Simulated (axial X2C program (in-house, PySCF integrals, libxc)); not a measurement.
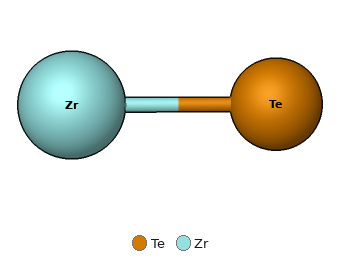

*The molecule at the reference distance of 2.543 Å.*

# Run report: TeZr, relativistic diatomic calculation

- system: TeZr, single determinant with Ω = 1. The distance is the PBE0 minimum at charge 0.
- method: expectation values, HF and Kohn-Sham, two-component X2C with atomic mean-field Coulomb and Gaunt terms, Te dyall-cv3z, Zr dyall-cv3z (cores contracted) (axial X2C program (in-house, PySCF integrals, libxc))

### Output
```
two-component X2C + atomic mean field  PBE0
basis functions 285  fitting functions 1365  grid points 5802
iter        total energy     max residual
   1     -10387.122207646     1.12e+00
   2     -10387.322686014     3.84e-03
   3     -10387.322444263     4.42e-03
   4     -10387.322741460     1.93e-03
   5     -10387.322861828     6.87e-04
   6     -10387.322877353     1.44e-04
   7     -10387.322877664     2.36e-05
   8     -10387.322877687     8.04e-06
   9     -10387.322877698     4.80e-06
  10     -10387.322877702     2.30e-06
  11     -10387.322877703     6.56e-07
converged
one-electron -15145.00844517  Coulomb 4622.54245609  exact exchange -71.92266794  xc functional -220.12281276  nuclear repulsion 432.83075058  atomic mean-field constant -5.64215850
```

### Expectation values by level of theory

```
                                             quantity    PBE0      HF   PBE50  r2SCAN     PBE
effective field for an electron dipole moment (GV/cm)   −1.69  0.0845   −1.08   −1.63   −2.09
           field gradient at the first nucleus (a.u.)   −1.12  −0.502  −0.950   −1.06   −1.22
          field gradient at the second nucleus (a.u.)  −0.462  −0.293  −0.407  −0.570  −0.542
                           A∥/gI, first nucleus (MHz)    −106   −55.2   −91.5   −72.7    −111
                          A∥/gI, second nucleus (MHz)    −753    −686    −741    −832    −752
```

Each column comes from one determinant with 2 or more unpaired spinors, which can mix states, in a basis with contracted cores. The levels disagree widely: the effective field runs from −2.09 to 0.0845 GV/cm, A∥/gI at the first nucleus runs from −111 to −55.2 MHz and the field gradient at the first nucleus runs from −1.22 to −0.502 a.u. They may not all have settled in the same state, and these values aren't reliable properties of the molecule.

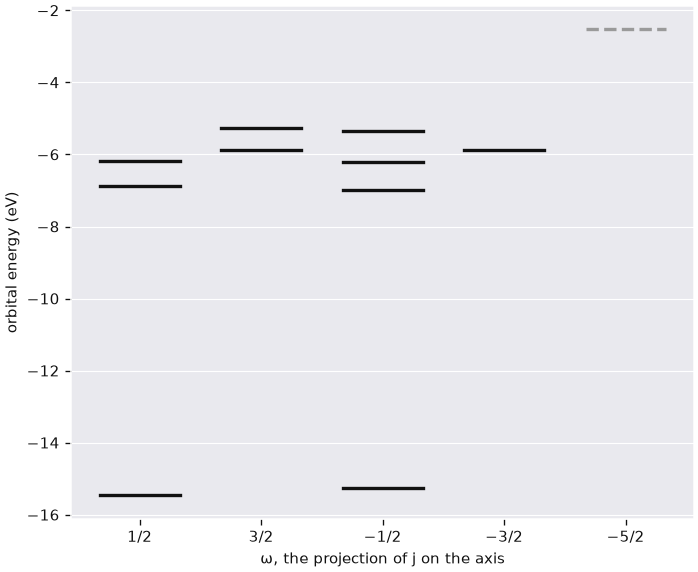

*Orbital energies (PBE0) near the frontier at 2.54 Å, filled (solid) and empty (dashed).*

The highest filled spinor (3/2; 99 % Zr d) lies at −5.25 eV, the lowest empty one (−5/2; 99 % Zr d) at −2.52 eV.

### Input
```
{"zs": [52, 40], "q": 0, "bas": ["dyall-cv3z", "dyall-cv3z"], "r0": 2.55, "levels": ["PBE0", "HF", "PBE50", "r2SCAN", "PBE"], "nst": 3}
```

The line is the task of a batch: nuclear charges, charge, bases, the levels to run, a first guess of the distance and further settings. This report covers the levels named above. The log is that of the reference distance.

The run was one of a batch that the task file lists, launched with:
```bash
python <driver script> task.json out
```

### Key numbers

| quantity | value |
| --- | --- |
| outcome | converged; the levels of theory disagree widely |
| hardware | 1 thread of Arm Neoverse V2, 24 GiB of memory available, shared host |
| wall time | 9.6 s |
| peak memory | 0.68 GiB |
